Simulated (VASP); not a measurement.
## A VASP study of LaSi3Ru (r2SCAN): structure first, properties next

What structure and properties does r2SCAN give LaSi3Ru, and how near are they to the measured ones? The steps: full relaxation (r2SCAN), density, ELF and potential (r2SCAN), band structure (r2SCAN), density of states (r2SCAN), zone-centre phonons (r2SCAN), field gradients at the nuclei (r2SCAN), volume scan with r2SCAN and fit for r2SCAN. The start is a computed cell from the Materials Project.

Calculated with VASP 6.6.1; r2SCAN; plane waves and PAW (La, Si, Ru_pv).

**Measured values to reproduce.**

“Signatures of spin-glass behavior in the induced magnetic moment system PrRuSi3” (2014, arxiv:1407.5209) reports for LaRuSi3, BaNiSn3-type tetragonal, by powder X-ray diffraction, Rietveld (arc melted, annealed at 900 C): lattice constant a 4.263 ± 0.001 Å; lattice constant c 9.944 ± 0.001 Å.

Report form: the programs' logs are mostly left out.

### Step 1. Starting point

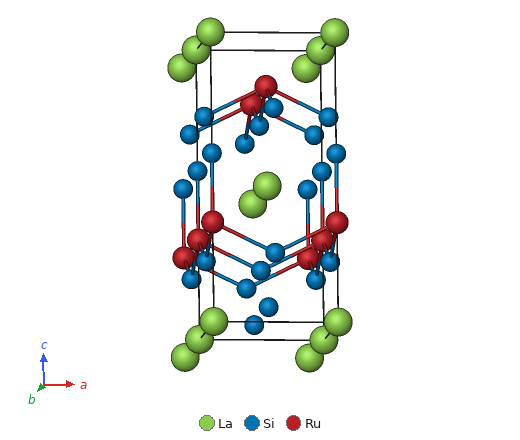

The cell as given, slightly off an axis (lanthanum green, silicon blue, ruthenium red). 1×2×1 cells are drawn. This picture shows the conventional cell, with its axes. Some periodic images of atoms are drawn too.

### Step 2. Full relaxation (r2SCAN)

The start need not lie at this functional's minimum. ISIF = 3 frees volume, shape and positions, and EDIFFG sets the threshold on forces and stress at which the search stops. r2SCAN adds the kinetic-energy density, costs more than a GGA and is run with LASPH.

Input file INCAR:

```
SYSTEM = LaSi3Ru
PREC = Accurate
ENCUT = 400
EDIFF = 1E-06
NELM = 100
ISMEAR = 0
SIGMA = 0.05
LREAL = .FALSE.
ALGO = Normal
METAGGA = R2SCAN
LASPH = .TRUE.
NBANDS = 24
LORBIT = 11
LWAVE = .FALSE.
LCHARG = .FALSE.
KPAR = 4
IBRION = 2
NSW = 60
ISIF = 3
EDIFFG = -0.01
```

Input file POSCAR:

```
LaSi3Ru
1.0
    0.0000000000     -4.2654573200      0.0000000000
   -4.2654573200      0.0000000000      0.0000000000
    2.1327286600     -2.1327286600     -4.9822326100
La Si Ru
1 3 1
Direct
    0.9992937100      0.0007062900      0.0014125800
    0.4177275300      0.5822724700      0.1645449400
    0.2606647200      0.2393352800      0.4786705600
    0.7606647200      0.7393352800      0.4786705600
    0.6556503100      0.3443496900      0.6886993800
```

Input file KPOINTS:

```
Automatic mesh
0
Gamma
6 6 6
0 0 0
```

Potentials, in the order of the species: La, Si and Ru_pv (PBE family, release 64).

Run with:

```bash
> mpirun -np 4 vasp_std
```

Wall time 4.5 min (4 MPI ranks of Intel Xeon Platinum 8488C (Sapphire Rapids), shared host); peak memory 0.94 GiB; 18 min of CPU time.

This run has no spin polarisation. Its electron count is odd, so without a moment it is a metal by construction. The k-mesh is coarse for a metal. The PAW data sets were made with PBE, which is usual practice but a small mismatch for other functionals. The run keeps the 8 symmetry operations of its start, so it cannot find a distortion of lower symmetry.

Relaxation path:

| step | energy less that of the first step (eV) | largest force (eV/Å) | pressure (GPa) | volume (Å³) |
| --- | --- | --- | --- | --- |
| 1 | 0.0000 | 0.0673 | -0.14 | 90.65 |
| 2 | -0.0011 | 0.0567 | 0.15 | 90.44 |
| 3 | -0.0013 | 0.0622 | 0.30 | 90.34 |
| 4 | -0.0018 | 0.0381 | -0.12 | 90.60 |
| 5 | -0.0018 | 0.0424 | -0.07 | 90.57 |
| 6 | -0.0019 | 0.0197 | -0.02 | 90.54 |
| 7 | -0.0019 | 0.0122 | -0.01 | 90.53 |
| 8 | -0.0019 | 0.0116 | 0.02 | 90.52 |
| 9 | -0.0019 | 0.0105 | 0.04 | 90.51 |
| 10 | -0.0019 | 0.0128 | 0.04 | 90.52 |
| 11 | -0.0019 | 0.0101 | 0.05 | 90.52 |
| 12 | -0.0020 | 0.0066 | -0.04 | 90.58 |

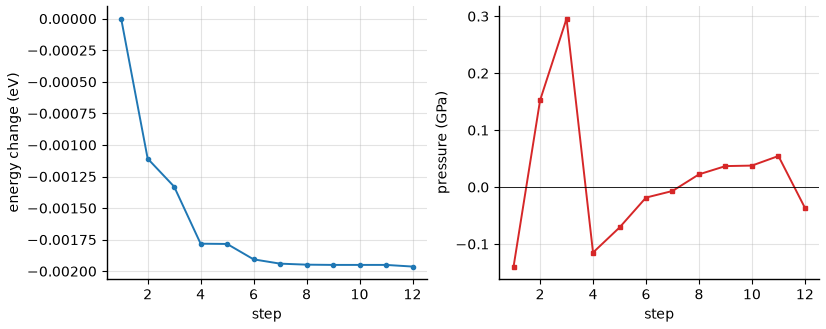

Energy and pressure along the relaxation.

| conventional cell, symmetrised | before | after | change |
| --- | --- | --- | --- |
| a (Å) | 4.265 | 4.253 | -0.3 % |
| b (Å) | 4.265 | 4.253 | -0.3 % |
| c (Å) | 9.964 | 10.018 | +0.5 % |
| volume (Å³/atom) | 18.13 | 18.12 | -0.1 % |

The atoms that moved most (Å, as changes of fractional coordinates times the final cell):

| atom | dx | dy | dz | length |
| --- | --- | --- | --- | --- |
| La1 | 0.000 | 0.000 | -0.015 | 0.015 |
| Si2 | 0.000 | 0.000 | 0.010 | 0.010 |

Final coordinates:

```
La Si Ru
1.0
     0.00000   -4.25257    0.00000
    -4.25257    0.00000    0.00000
     2.12629   -2.12629   -5.00895
La Si Ru
1 3 1
Cartesian
  0.0000 -4.2526 -0.0218
  -2.1263 -2.1263 -0.8138
  0.0000 -2.1263 -2.3952
  -2.1263 -4.2526 -2.3952
  0.0000 -4.2526 -3.4502
```

Numbers from this step:

```
electrons                       : 37
bands                           : 24
irreducible k-points            : 30
symmetry operations             : 8
free energy (TOTEN)             : -85.1533 eV
energy at zero smearing         : -85.1523 eV
Fermi energy                    : 9.460 eV
pressure                        : -0.03642 GPa
metallic                        : yes
SCF cycles over all ionic steps : 82
```

It ends with a largest force of 0.007 eV/Å and a pressure of -0.04 GPa.

### Step 3. Density, ELF and potential (r2SCAN)

The relaxed cell gets a fresh self-consistent run, on a basis set for its own volume, to fix the density and to check the remaining stress.

Changes to INCAR since step 2:

```diff
@@ -14,7 +14,5 @@
 LWAVE = .FALSE.
-LCHARG = .FALSE.
-KPAR = 4
-IBRION = 2
-NSW = 60
-ISIF = 3
-EDIFFG = -0.01
+LCHARG = .TRUE.
+ISIF = 2
+LELF = .TRUE.
+LVHAR = .TRUE.
```

Input file POSCAR:

```
LaSi3Ru
1.0
    0.0000000000     -4.2525740404      0.0000000000
   -4.2525740404      0.0000000000      0.0000000000
    2.1262870202     -2.1262870202     -5.0089520901
La Si Ru
1 3 1
Direct
    0.9978202898      0.0021797102      0.0043594203
    0.4187652921      0.5812347079      0.1624694159
    0.2609087486      0.2390912514      0.4781825028
    0.7609087486      0.7390912514      0.4781825028
    0.6555979108      0.3444020892      0.6888041783
```

KPOINTS is that of step 2.

Run with:

```bash
> mpirun -np 4 vasp_std
```

Run time: 40 s. Hardware: 4 MPI ranks; peak memory 0.61 GiB.

Numbers from this step:

| Quantity | Value |
| --- | --- |
| SCF cycles | 15 |
| free energy (TOTEN) | -85.1532 eV |
| energy at zero smearing | -85.1522 eV |
| pressure | -0.04996 GPa |

Valence electrons inside each PAW sphere by angular momentum. Sphere charges, by row:

| atom | s (e) | p (e) | d (e) | f (e) | tot (e) |
| --- | --- | --- | --- | --- | --- |
| La1 | 1.989 | 5.681 | 0.749 | 0.144 | 8.563 |
| Si2 | 0.785 | 0.876 | 0 | 0 | 1.66 |
| Si3 | 0.773 | 0.843 | 0 | 0 | 1.616 |
| Si4 | 0.773 | 0.843 | 0 | 0 | 1.616 |
| Ru5 | 0.385 | 6.309 | 6.244 | 0 | 12.94 |

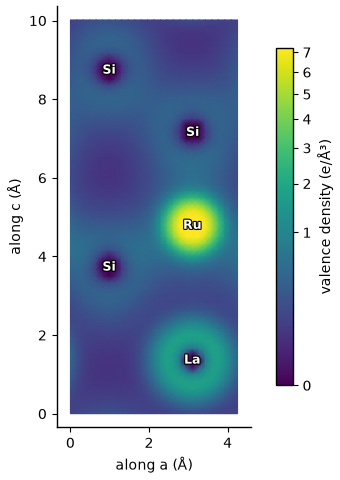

Valence density in the ac plane of the conventional cell at fractional y = 0.000, with atoms of La and Si and Ru within 0.2 Å of it. It is the smooth field of the valence electrons, not physical close to the nuclei. The map starts off the cell's origin, so that atoms lie inside it. The colour scale is stretched toward low values.

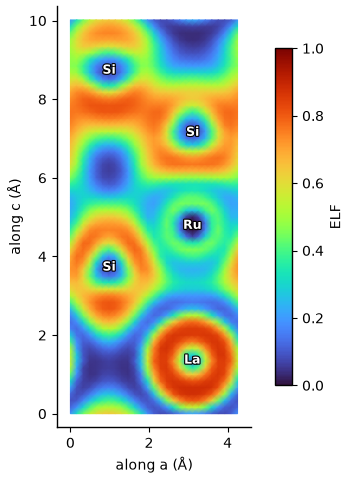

ELF in the ac plane of the conventional cell at fractional y = 0.000, with atoms of La and Si and Ru within 0.2 Å of it. It is the smooth field of the valence electrons, not physical close to the nuclei. The map starts off the cell's origin, so that atoms lie inside it.

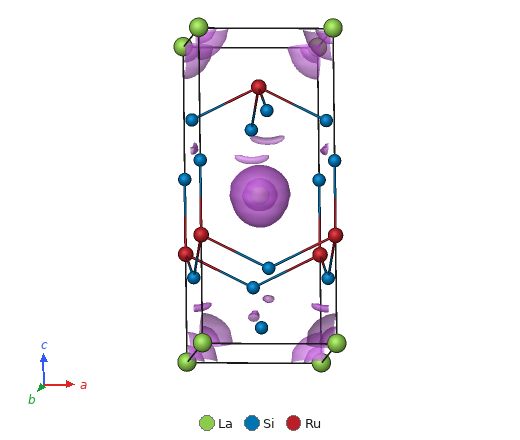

Surface of ELF = 0.8.

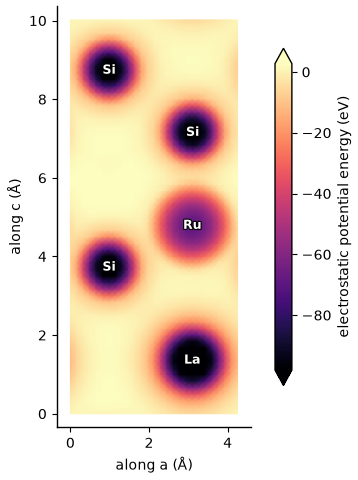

Electrostatic potential energy in the ac plane of the conventional cell at fractional y = 0.000, with atoms of La and Si and Ru within 0.2 Å of it. With pseudopotentials it is smooth inside the atoms' cores, unlike the true potential. The map starts off the cell's origin, so that atoms lie inside it.

In this run the pressure is -0.05 GPa, small enough to go on.

### Step 4. Band structure (r2SCAN)

The mesh alone shows little of the dispersion and can miss band extrema, so KPOINTS_OPT adds a path through the symmetry points after the self-consistent cycle.

Changes to INCAR since step 3:

```diff
@@ -11,8 +11,6 @@
 LASPH = .TRUE.
-NBANDS = 24
+NBANDS = 33
 LORBIT = 11
 LWAVE = .FALSE.
-LCHARG = .TRUE.
-ISIF = 2
-LELF = .TRUE.
-LVHAR = .TRUE.
+LCHARG = .FALSE.
+KPAR = 4
```

POSCAR is that of step 3.

KPOINTS is that of step 3.

Input file KPOINTS_OPT:

```
Line mode
16
Line-mode
Reciprocal
  0.00000000   0.00000000   0.00000000 GAMMA
  0.50000000  -0.50000000   0.50000000 X

  0.50000000  -0.50000000   0.50000000 X
  0.59009901  -0.40990099   0.50000000 Y

  0.59009901  -0.40990099   0.50000000 Y
  0.59009901   0.00000000   0.29504951 S

  0.59009901   0.00000000   0.29504951 S
  0.00000000   0.00000000   0.00000000 GAMMA

  0.00000000   0.00000000   0.00000000 GAMMA
  0.00000000   0.00000000  -0.50000000 Z

  0.00000000   0.00000000  -0.50000000 Z
  0.40990099   0.00000000  -0.29504951 S1

  0.40990099   0.00000000  -0.29504951 S1
  0.50000000   0.00000000   0.00000000 N

  0.50000000   0.00000000   0.00000000 N
  0.50000000  -0.50000000   0.25000000 P

  0.50000000  -0.50000000   0.25000000 P
  0.40990099  -0.40990099  -0.09009901 Y1

  0.40990099  -0.40990099  -0.09009901 Y1
  0.00000000   0.00000000  -0.50000000 Z

  0.50000000  -0.50000000   0.50000000 X
  0.50000000  -0.50000000   0.25000000 P
```

Run with:

```bash
> mpirun -np 4 vasp_std
```

It took 2.7 min on 4 MPI ranks; peak memory 0.98 GiB; 11 min of CPU time.

Spin-orbit coupling is off here; with elements this heavy it splits and shifts levels by tenths of an eV or more. The cell is typed on its shortest vectors, so the axes of tensors and the coordinates of k-points follow the printed cell and not the standard setting.

Numbers from this step:

```yaml
bands: 33
pressure: -0.03140 GPa
```

The electronic bands at the labelled points (eV, zero at the Fermi level; # counts the bands kept):

| point | #9 | #10 | #11 | #12 | #13 | #14 | #15 | #16 |
| --- | --- | --- | --- | --- | --- | --- | --- | --- |
| Γ | -1.78 | -0.77 | -0.77 | 0.62 | 0.62 | 1.98 | 2.69 | 2.84 |
| X | -2.06 | -2.05 | -1.38 | -0.95 | 2.59 | 2.64 | 2.99 | 3.17 |
| Y | -1.82 | -1.59 | -1.20 | -0.81 | 2.33 | 2.70 | 2.91 | 3.08 |
| S | -1.95 | -1.61 | -0.66 | 0.37 | 1.48 | 2.49 | 2.86 | 2.92 |
| Γ | -1.78 | -0.77 | -0.77 | 0.62 | 0.62 | 1.98 | 2.69 | 2.84 |
| Z | -1.81 | -1.67 | 0.44 | 1.30 | 1.30 | 2.05 | 2.17 | 2.60 |
| S1 | -1.95 | -1.61 | -0.66 | 0.37 | 1.48 | 2.49 | 2.86 | 2.92 |
| N | -1.81 | -1.53 | -0.98 | 0.04 | 0.80 | 2.27 | 2.74 | 3.03 |
| P | -1.89 | -1.77 | -1.77 | -1.18 | 2.18 | 2.82 | 2.82 | 3.16 |
| Y1 | -1.82 | -1.59 | -1.20 | -0.81 | 2.33 | 2.70 | 2.91 | 3.08 |
| Z | -1.81 | -1.67 | 0.44 | 1.30 | 1.30 | 2.05 | 2.17 | 2.60 |
| jump to X | -2.06 | -2.05 | -1.38 | -0.95 | 2.59 | 2.64 | 2.99 | 3.17 |
| P | -1.89 | -1.77 | -1.77 | -1.18 | 2.18 | 2.82 | 2.82 | 3.16 |

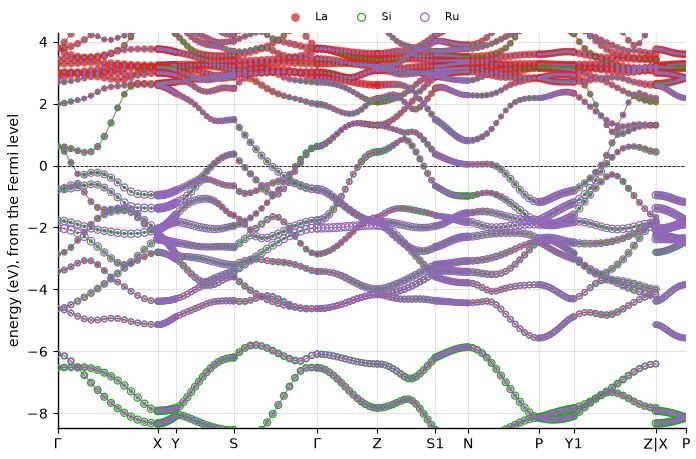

Electronic bands along the path; dots are coloured as in the legend, and their area grows with the weight.

There is no gap at this level.

### Step 5. Density of states (r2SCAN)

Here the states are counted by energy and projected on the atoms. The mesh is finer than in the run before.

Changes to INCAR since step 4:

```diff
@@ -5,3 +5,3 @@
 NELM = 100
-ISMEAR = 0
+ISMEAR = -5
 SIGMA = 0.05
@@ -16 +16,2 @@
 KPAR = 4
+NEDOS = 2001
```

POSCAR is that of step 4.

Input file KPOINTS:

```
Automatic mesh
0
Gamma
9 9 9
0 0 0
```

Run with:

```bash
> mpirun -np 4 vasp_std
```

Elapsed: 97 s, on 4 MPI ranks; peak memory 1.1 GiB.

With tetrahedra the forces and stress of a metal are not exact derivatives of the energy.

This step gave:

* irreducible k-points: 75
* free energy (TOTEN): -85.1478 eV
* Fermi energy: 9.515 eV
* pressure: -0.1141 GPa
* DOS at the Fermi level: 1.907 states/eV/cell

The density of states has structure finer than the step of the table below, so its rows give means over 1 eV, whole bins alone (the curve runs from -12.0 to 3.04 eV). Peaks (eV: height): total -4.0: 6.40, -3.5: 5.69, -2.0: 8.30, -1.5: 5.65; Ru d -3.9: 1.74, -3.5: 2.06, -2.0: 3.94, -1.5: 2.06; Si p -4.4: 0.902, -4.0: 1.16, -3.5: 0.888, -2.0: 0.75; La d -2.0: 0.378, -0.9: 0.407, 2.8: 0.869, 3.0: 0.753.

States under -12.0 eV and over 3.0 eV are left out. The density of states by energy, zero at the Fermi level; means over each step; values in states/eV/cell:

| energy (eV) | total | Ru d | La f | Si p | La d | Si s |
| --- | --- | --- | --- | --- | --- | --- |
| -11 | 0.695 | 0.00503 | 9.1e-5 | 0.0131 | 0.00182 | 0.244 |
| -10 | 1.11 | 0.0219 | 4.8e-4 | 0.0398 | 0.00968 | 0.381 |
| -9 | 0.527 | 0.0170 | 4.3e-4 | 0.0233 | 0.00618 | 0.174 |
| -8 | 1.49 | 0.0785 | 0.00211 | 0.0615 | 0.0216 | 0.503 |
| -7 | 1.54 | 0.139 | 0.00483 | 0.0686 | 0.0272 | 0.515 |
| -6 | 0.611 | 0.0725 | 0.00320 | 0.0264 | 0.00798 | 0.208 |
| -5 | 1.44 | 0.276 | 0.00432 | 0.288 | 0.0252 | 0.0288 |
| -4 | 3.53 | 1.09 | 0.0114 | 0.613 | 0.0865 | 0.0515 |
| -3 | 3.15 | 1.17 | 0.0125 | 0.461 | 0.0886 | 0.0415 |
| -2 | 4.57 | 2.03 | 0.0289 | 0.476 | 0.189 | 0.0539 |
| -1 | 3.30 | 1.07 | 0.0501 | 0.366 | 0.213 | 0.0602 |
| 0 | 1.84 | 0.474 | 0.0655 | 0.213 | 0.125 | 0.0569 |
| 1 | 1.61 | 0.292 | 0.134 | 0.193 | 0.153 | 0.0427 |
| 2 | 2.54 | 0.274 | 0.598 | 0.186 | 0.327 | 0.0769 |

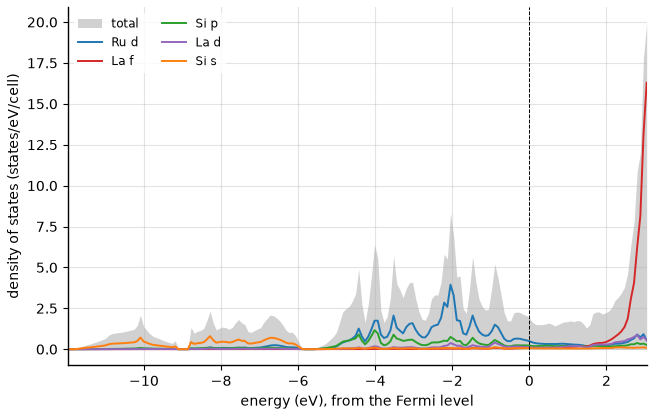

Density of states, plotted against energy.

Force by atom:

| atom | x (eV/Å) | y (eV/Å) | z (eV/Å) | size |
| --- | --- | --- | --- | --- |
| La1 | 0.0000 | 0.0000 | 0.0560 | 0.0560 |
| Si2 | 0.0000 | 0.0000 | -0.0153 | 0.0153 |
| Si3 | 0.0000 | 0.0000 | -0.0210 | 0.0210 |
| Si4 | 0.0000 | 0.0000 | -0.0210 | 0.0210 |
| Ru5 | 0.0000 | 0.0000 | 0.0013 | 0.0013 |

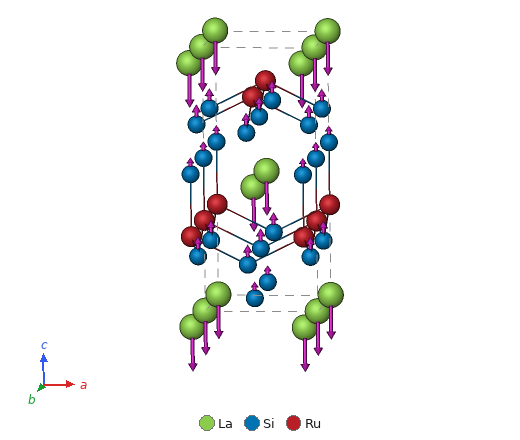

Force as arrows, the longest 0.0560 eV/Å. 1×2×1 conventional cells are drawn. Some periodic images of atoms are drawn too.

The finer mesh and the other smearing move the Fermi level by +0.06 eV from the 6×6×6 run, one measure of the sampling error in the zero of the bands above. Of the states within 0.3 eV of the Fermi level, the largest shares in the PAW spheres are Ru d 26 %, Si p 11 % and La d 6 %. The rest lies in smaller channels or between the spheres.

### Step 6. Zone-centre phonons (r2SCAN)

Zone-centre modes test whether the atoms sit at a minimum within this cell. IBRION = 6 takes the force constants from differences of forces between displaced cells, so the forces must be tight.

Input file INCAR:

```
SYSTEM = LaSi3Ru
PREC = Accurate
ENCUT = 400
EDIFF = 1E-08
NELM = 100
ISMEAR = 1
SIGMA = 0.2
LREAL = .FALSE.
ALGO = Normal
METAGGA = R2SCAN
LASPH = .TRUE.
NBANDS = 24
LORBIT = 11
LWAVE = .FALSE.
LCHARG = .FALSE.
KPAR = 4
IBRION = 6
NFREE = 2
POTIM = 0.015
ISIF = 2
NSW = 1
```

POSCAR is that of step 5.

Input file KPOINTS:

```
Automatic mesh
0
Gamma
8 8 8
0 0 0
```

Run with:

```bash
> mpirun -np 4 vasp_std
```

It took 33 min on 4 MPI ranks; peak memory 2 GiB; 2.2 h of CPU time.

The last energy, forces, stress and levels in OUTCAR belong to the last displaced cell, not to the cell of POSCAR.

This step gave:

```
bands                     : 24
irreducible k-points      : 59
pressure of the cell      : -0.1882 GPa
largest force of the cell : 0.06927 eV/Å
```

Modes at Γ, with each element's share of the kinetic energy:

| mode | frequency (cm⁻¹) | symmetry | La % | Si % | Ru % |
| --- | --- | --- | --- | --- | --- |
| 1 | -1.3 | acoustic | 42 | 26 | 32 |
| 2 | -1.3 | acoustic | 42 | 26 | 32 |
| 3 | -0.3 | acoustic | 43 | 26 | 31 |
| 4 | 135.2 | E | 48 | 28 | 24 |
| 5 | 135.2 | E | 48 | 28 | 24 |
| 6 | 148.5 | A1 | 54 | 14 | 32 |
| 7 | 156.7 | E | 1 | 73 | 26 |
| 8 | 156.7 | E | 1 | 73 | 26 |
| 9 | 256.4 | E | 9 | 91 | 0 |
| 10 | 256.4 | E | 9 | 91 | 0 |
| 11 | 286.0 | B | 0 | 100 | 0 |
| 12 | 332.1 | A1 | 0 | 68 | 32 |
| 13 | 338.4 | A1 | 3 | 92 | 5 |
| 14 | 380.7 | E | 0 | 82 | 18 |
| 15 | 380.7 | E | 0 | 82 | 18 |

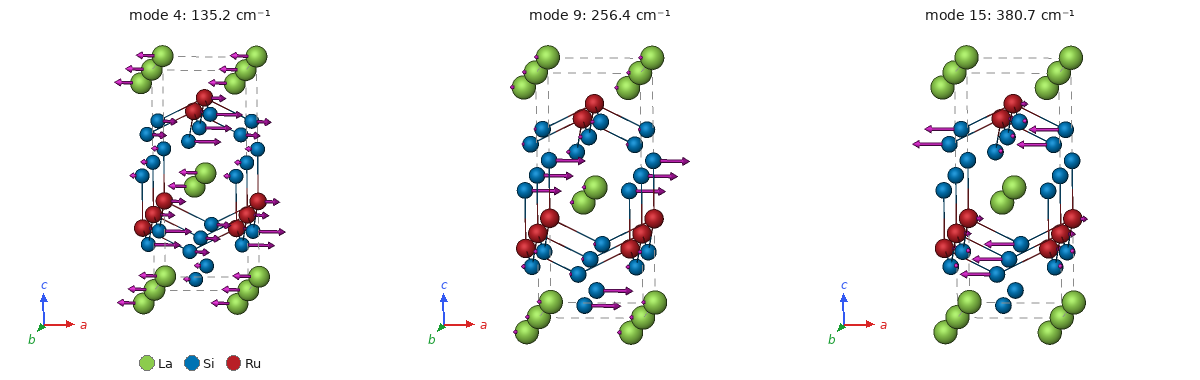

Displacement patterns of modes 4, 9 and 15 at Γ; arrows are exaggerated. 1×2×1 conventional cells are drawn. Some periodic images of atoms are drawn too.

The three acoustic modes lie within 1.3 cm⁻¹ of zero, and all others are real. By the characters of their eigenvectors the optical modes sort into (cm⁻¹) Raman active: E 135, A1 148, E 157, E 256, B 286, A1 332, A1 338, E 381; infrared active: E 135, A1 148, E 157, E 256, A1 332, A1 338, E 381. B labels carry no number here, since it depends on the setting of the axes.

### Step 7. Field gradients at the nuclei (r2SCAN)

Field gradients probe how far the charge around each nucleus departs from cubic symmetry; LASPH keeps the non-spherical terms inside the spheres.

Input file INCAR:

```
SYSTEM = LaSi3Ru
PREC = Accurate
ENCUT = 400
EDIFF = 1E-07
NELM = 100
ISMEAR = 0
SIGMA = 0.05
LREAL = .FALSE.
ALGO = Normal
METAGGA = R2SCAN
LASPH = .TRUE.
NBANDS = 24
LORBIT = 11
LWAVE = .FALSE.
LCHARG = .FALSE.
KPAR = 4
LEFG = .TRUE.
```

POSCAR is that of step 6.

Input file KPOINTS:

```
Automatic mesh
0
Gamma
6 6 6
0 0 0
```

Run with:

```bash
> mpirun -np 4 vasp_std
```

Wall time 44 s (4 MPI ranks); peak memory 0.84 GiB; 2.8 min of CPU time.

This step gave:

| Quantity | Value |
| --- | --- |
| SCF cycles | 17 |
| irreducible k-points | 30 |
| free energy (TOTEN) | -85.1532 eV |
| Fermi energy | 9.460 eV |
| pressure | -0.04360 GPa |

Electric field gradients, by row:

| atom | Vxx (V/Å²) | Vyy (V/Å²) | Vzz (V/Å²) | asymmetry |
| --- | --- | --- | --- | --- |
| La1 | -11.5 | -11.5 | 23 | 0 |
| Si2 | 17.74 | 17.74 | -35.49 | 0 |
| Si3 | -39.66 | -28.99 | 68.65 | 0.155 |
| Si4 | -39.66 | -28.99 | 68.65 | 0.155 |
| Ru5 | 18.92 | 18.92 | -37.85 | 0 |

The largest gradient, 68.65 V/Å², sits on Si3 and like sites; the stable nuclei of Si have no quadrupole moment in their ground state, so NMR and NQR don't see it.

(Part 1 of 2 ends here.)

[Lines on the potential files, build, host, timing and source positions are cut from VASP's logs without a mark.]

[Logs are printed without paths, hosts, clocks, repeated set-up lines and the standing remarks that a program may print on its own settings, such as how far it seeks lower states.]

[Hosts, paths, dates, database ids (printed as entryN), source tags and the programs' standing remarks are cut or masked in the printed files.]

[A measured line is paired with the nearest computed mode of its activity, which favours agreement.]
